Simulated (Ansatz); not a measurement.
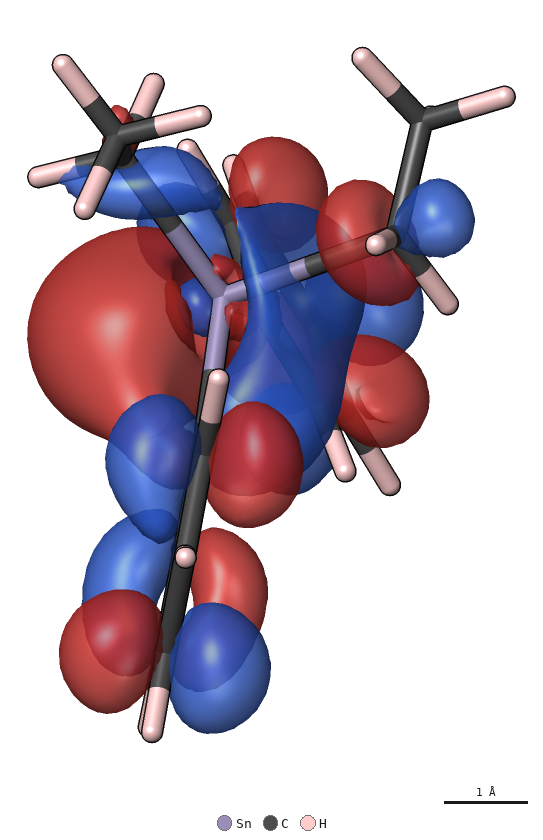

*C16H20Sn (SnEt2Ph2) (charge +1, doublet). The LUMO (α) at ±0.08 Å⁻³ᐟ² (red and blue are the two phases), seen at an oblique angle.*

Geometry: PBE-D4/def2-SVP; core potentials replace the inner electrons of Sn.

These are results of UKS PBE0-D4/def2-TZVP in Ansatz, not measurements.

```yaml
atoms:
  - { symbol: Sn, position_ang: [0.5018, 0.0048, -0.0381] }
  - { symbol: C, position_ang: [0.3204, -0.0675, 2.3349] }
  - { symbol: C, position_ang: [1.1154, -1.2028, 2.8892] }
  - { symbol: H, position_ang: [-0.7820, -0.1532, 2.3888] }
  - { symbol: H, position_ang: [0.6824, 0.9559, 2.5532] }
  - { symbol: H, position_ang: [0.9813, -1.2126, 4.0004] }
  - { symbol: H, position_ang: [0.7715, -2.1924, 2.5283] }
  - { symbol: H, position_ang: [2.2056, -1.1005, 2.7172] }
  - { symbol: C, position_ang: [2.6869, 0.0114, -0.1833] }
  - { symbol: C, position_ang: [3.3640, 1.1878, 0.5086] }
  - { symbol: H, position_ang: [2.8667, 0.0083, -1.2802] }
  - { symbol: H, position_ang: [3.0169, -0.9704, 0.2135] }
  - { symbol: H, position_ang: [4.4648, 1.1300, 0.3681] }
  - { symbol: H, position_ang: [3.0373, 2.1637, 0.0967] }
  - { symbol: H, position_ang: [3.1853, 1.1992, 1.6039] }
  - { symbol: C, position_ang: [-0.5485, 1.8102, -0.4893] }
  - { symbol: C, position_ang: [-0.1532, 3.0306, 0.1109] }
  - { symbol: C, position_ang: [-0.8064, 4.2226, -0.2254] }
  - { symbol: C, position_ang: [-1.8629, 4.2069, -1.1554] }
  - { symbol: C, position_ang: [-2.2638, 2.9991, -1.7550] }
  - { symbol: C, position_ang: [-1.6186, 1.8021, -1.4176] }
  - { symbol: H, position_ang: [0.6710, 3.0624, 0.8421] }
  - { symbol: H, position_ang: [-0.4923, 5.1703, 0.2381] }
  - { symbol: H, position_ang: [-2.3797, 5.1437, -1.4135] }
  - { symbol: H, position_ang: [-3.0837, 2.9922, -2.4900] }
  - { symbol: H, position_ang: [-1.9390, 0.8656, -1.9006] }
  - { symbol: C, position_ang: [-0.4973, -1.7948, -0.5982] }
  - { symbol: C, position_ang: [-1.9129, -1.8428, -0.6368] }
  - { symbol: C, position_ang: [-2.5667, -3.0286, -0.9948] }
  - { symbol: C, position_ang: [-1.8159, -4.1772, -1.3053] }
  - { symbol: C, position_ang: [-0.4094, -4.1430, -1.2575] }
  - { symbol: C, position_ang: [0.2488, -2.9602, -0.8969] }
  - { symbol: H, position_ang: [-2.5145, -0.9547, -0.3830] }
  - { symbol: H, position_ang: [-3.6665, -3.0612, -1.0282] }
  - { symbol: H, position_ang: [-2.3309, -5.1102, -1.5799] }
  - { symbol: H, position_ang: [0.1738, -5.0442, -1.5013] }
  - { symbol: H, position_ang: [1.3505, -2.9506, -0.8636] }
```

> Describe this orbital and give its energy.

It lies mainly on Sn1 (about 25 %), C30 (about 10 %), C27 (about 10 %), C16 (about 5 %) and C19 (about 5 %). Its energy is −4.53 eV.
